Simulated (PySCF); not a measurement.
# BH2F (SMILES [H]B([H])F) at MP2/STO-3G

What is the vertical ionisation energy of BH2F at MP2/STO-3G? Input form: a Python script.

Program for the calculation: PySCF 2.14.0.

7 further runs of the same task are left out: 7 set aside as unsound or not needed.

**1. The system as given**

BH2F has 4 atoms, charge 0, and is taken as a singlet. SMILES: `[H]B([H])F`. Geometry: relaxed at GFN2-xTB.

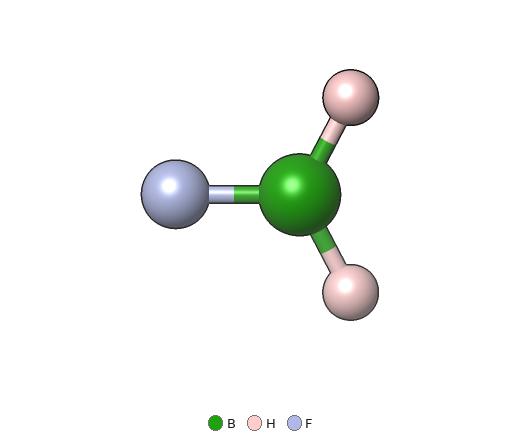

The structure, seen from a chosen angle (boron green, hydrogen pink, fluorine light blue).

**2. A single-point energy at MP2/STO-3G**

File calc.py:

```python
# BH2F
from pyscf import gto, scf, mp

mol = gto.M(
    atom='''
B        0.029990       0.049200       0.000600
H        1.198420      -0.033970       0.015630
H       -0.578270       1.050180      -0.019450
F       -0.650140      -1.065400       0.003230
''',
    basis='sto-3g',
    verbose=3,
    max_memory=1860,
    charge=0,
)

hf = scf.RHF(mol)
hf.conv_tol = 1e-10
hf.kernel()
if not hf.converged:
    hf = hf.newton().run(hf.mo_coeff, hf.mo_occ)

pt = mp.MP2(hf, frozen=2).run()
etot = pt.e_tot
print('E = %.10f Eh' % etot)
```

Started as:

```console
$ OMP_NUM_THREADS=1 python calc.py
```

The log of the run:

```text
converged SCF energy = -123.602860615833
E(RMP2) = -123.664388811691  E_corr = -0.0615281958584344
E(SCS-RMP2) = -123.668348824644  E_corr = -0.0654882088113357
E = -123.6643888117 Eh
```

Run time: 0.76 s. Hardware: 1 thread of Arm Neoverse V1, shared host; peak memory 0.12 GiB.

**3. The doublet cation**

File geometry.xyz:

```xyz
4
BFH2
B      0.029990     0.049200     0.000600
H      1.198420    -0.033970     0.015630
H     -0.578270     1.050180    -0.019450
F     -0.650140    -1.065400     0.003230
```

File run.py:

```python
from pyscf import gto, scf, mp

mol = gto.M(
    atom='geometry.xyz',
    charge=1,
    basis='sto-3g',
    spin=1,
    max_memory=1860,
    verbose=3,
)

mf = scf.UHF(mol)
mf.conv_tol = 1e-10
mf.kernel()
if not mf.converged:
    mf = mf.newton().run(mf.mo_coeff, mf.mo_occ)

pt = mp.MP2(mf, frozen=2).run()
etot = pt.e_tot
print(f'total energy: {etot:.8f} hartree')
```

Started as:

```console
$ OMP_NUM_THREADS=1 python run.py
```

The log of the run:

```text
converged SCF energy = -123.235764709306  <S^2> = 0.76019992  2S+1 = 2.010174
E(UMP2) = -123.287170965268  E_corr = -0.0514062559628237
E(SCS-UMP2) = -123.288966487498  E_corr = -0.0532017781928139
total energy: -123.28717097 hartree
```

Run time: 0.78 s. Hardware: 1 thread of Arm Neoverse V1, shared host; peak memory 0.12 GiB.

**4. Summary of results**

At MP2/STO-3G, 2 core orbitals frozen:

| quantity | value |
| --- | --- |
| singlet BH2F: total energy | -123.66439 Eh |
| singlet BH2F: dipole moment (Hartree–Fock density) | 0.19 D |
| singlet BH2F: HOMO energy (Hartree–Fock orbitals) | -11.04 eV |
| singlet BH2F: LUMO energy (Hartree–Fock orbitals) | 7.54 eV |
| singlet BH2F: HOMO–LUMO gap (Hartree–Fock orbitals) | 18.58 eV |
| singlet BH2F: correlation energy (2 core orbitals frozen) | -61.5 mEh |
| doublet cation: total energy | -123.28717 Eh |
| doublet cation: HOMO energy (Hartree–Fock orbitals) (highest over α and β) | -22.55 eV |
| doublet cation: LUMO energy (Hartree–Fock orbitals) (lowest over α and β) | -8.24 eV |
| doublet cation: correlation energy (2 core orbitals frozen) | -51.4 mEh |
| doublet cation: ⟨S²⟩ of the reference determinant | 0.760 |
| vertical ionisation energy (to the doublet cation) | 10.265 eV |

**Reading.** The vertical ionisation energy comes to 10.26 eV (990 kJ/mol). In a minimal basis such a difference can be off by several eV, whatever the method.
